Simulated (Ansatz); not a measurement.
**C$_{7}$H$_{13}$FHfN$_{2}$ (SMILES CC[C]12[CH]3[CH]4[CH]5[CH]1[Hf]4532([NH2])([NH2])[F]): density, localisation and related maps**

```xyz
24

C    -0.3223    1.9537   -1.8960
C    -1.4537    0.9776   -1.6016
C    -1.2700    0.1658   -0.3557
C    -1.4353   -1.2334   -0.2438
C    -1.2203   -1.6098    1.0961
C    -0.9236   -0.4425    1.8317
C    -0.9522    0.6518    0.9395
Hf    1.0257   -0.7064    0.2483
N     1.7879   -2.1268    1.5000
N     2.3482    0.8240    0.5484
F     1.3841   -1.1565   -1.6017
H     0.6078    1.4201   -2.1105
H    -0.1440    2.6276   -1.0548
H    -0.5565    2.5666   -2.7690
H    -2.3958    1.5314   -1.5169
H    -1.5755    0.2951   -2.4466
H    -1.6521   -1.9000   -1.0668
H    -1.2590   -2.6163    1.4860
H    -0.6960   -0.3950    2.8867
H    -0.7625    1.6826    1.2004
H     2.7717   -2.3618    1.4622
H     1.3319   -2.7450    2.1514
H     2.5829    1.5442   -0.1202
H     2.7785    1.0530    1.4329
```

Geometry: PBE0-D4/def2-TZVP; core potentials replace the inner electrons of Hf.

Computed with RKS PBE0-D4/def2-TZVPP in Ansatz 0.2.0.

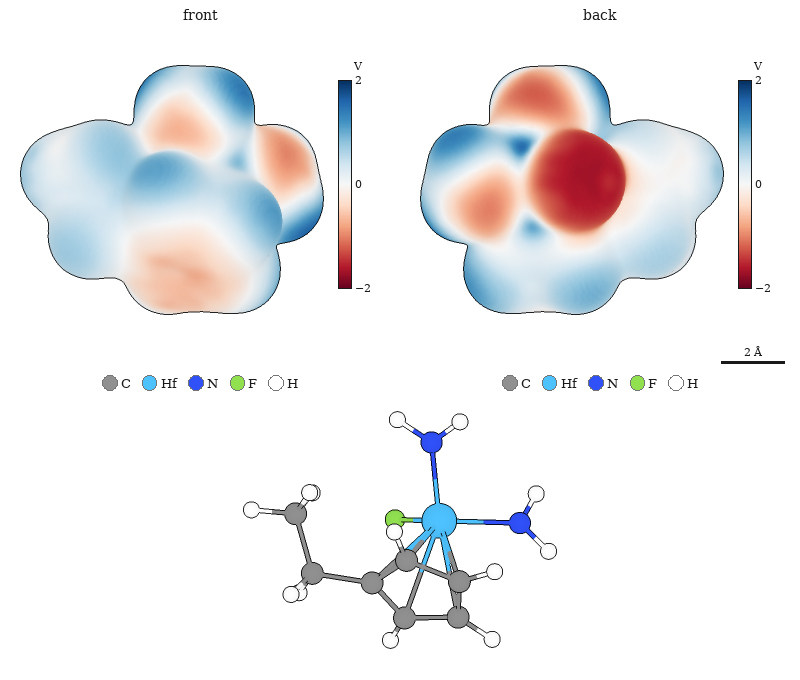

Figure 1. The molecular electrostatic potential painted on the density surface at 0.002 e/bohr³, seen from the front and from behind; the colour scale runs from red (negative) to blue (positive). The bare structure is drawn below in the same view.

> Describe the electrostatic potential map.

The most negative region (about −1.7 V) lies over F11, the most positive (about +1.4 V) over Hf8, H22, H23 and H24.

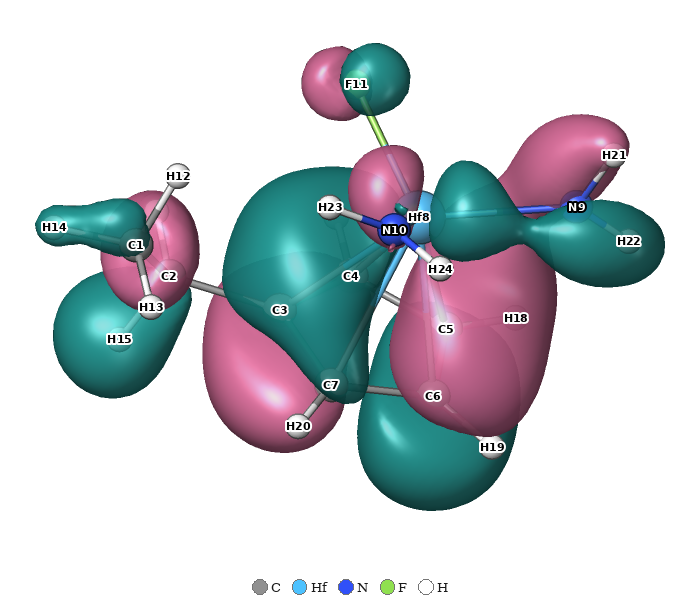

Figure 2. The HOMO−1 at ±0.06 Å⁻³ᐟ² (teal and pink are the two phases), seen from one side.

> Describe this orbital and give its energy.

Its weight (Hirshfeld) is mainly on C3 (about 20 %), C6 (about 15 %), C5 (about 15 %), Hf8 (about 10 %), C4 (about 10 %) and C7 (about 5 %). Its energy is −6.94 eV.

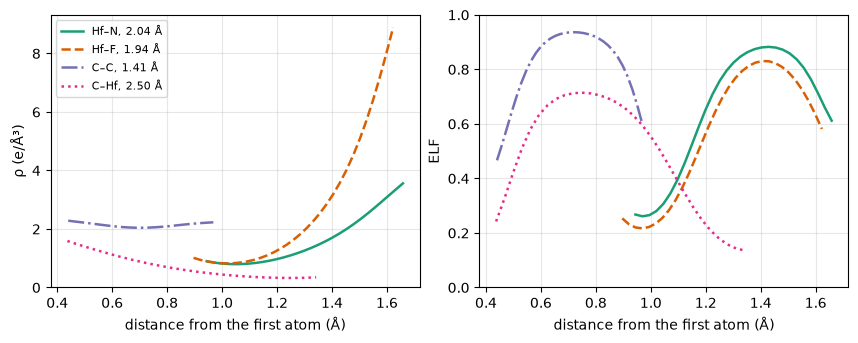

Figure 3. Electron density and ELF along straight lines between neighbouring atoms. The curves leave out the atomic cores.

> Compare the contacts.

Hf–N (2.04 Å): ρ at the midpoint is about 0.8 e/Å³; the ELF peaks at about 0.90 in the valence shell of N, 0.6 Å from its nucleus, and is about 0.30 at the midpoint.
Hf–F (1.94 Å): ρ at the midpoint is about 0.86 e/Å³; the ELF peaks at about 0.85 in the valence shell of F, 0.5 Å from its nucleus, and drops to about 0.20 between the two atoms.
C–C (1.41 Å): the density is about 2 e/Å³ at the midpoint; the ELF peaks at about 0.95 between the atoms: a covalent bond.
C–Hf (2.50 Å): ρ is about 0.33 e/Å³ halfway; the ELF peaks at about 0.70 in the valence shell of C, 0.7 Å from its nucleus, and is about 0.20 at the midpoint.
